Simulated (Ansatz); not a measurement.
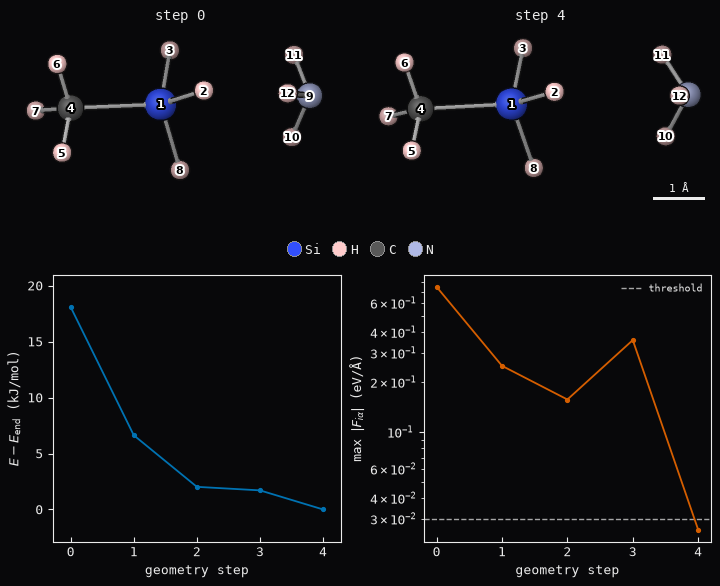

First and last geometry of a relaxation of CH9NSi, with the history of the run. Style: ball-and-stick. Shown at a tilt.

The run prepares an end point of a later path (reaction) calculation, from a guessed geometry.

Theory: Ansatz 0.2.0, RKS PBE0/6-31G*. Settings: no spin polarisation; force threshold 0.03 eV/Å; at most 50 steps.

> What do the curves and the structures tell?

It converged. Over 4 geometry steps the energy falls by 18.1 kJ/mol. The largest force component goes from 0.75 to 0.026 eV/Å. The atom that moves furthest after the best rigid fit is H12 (0.65 Å). By element the largest moves are H 0.65 Å, N 0.41 Å, Si 0.21 Å, C 0.20 Å. Some distances before and after: Si1–H2 1.471 → 1.492 Å, N9–H12 1.033 → 1.017 Å, Si1–H3 1.485 → 1.492 Å. The run took 7.7 s on 1 thread of AMD EPYC 9R45 96-Core Processor (Zen 5), with other jobs on the host, peak memory 0.15 GiB.
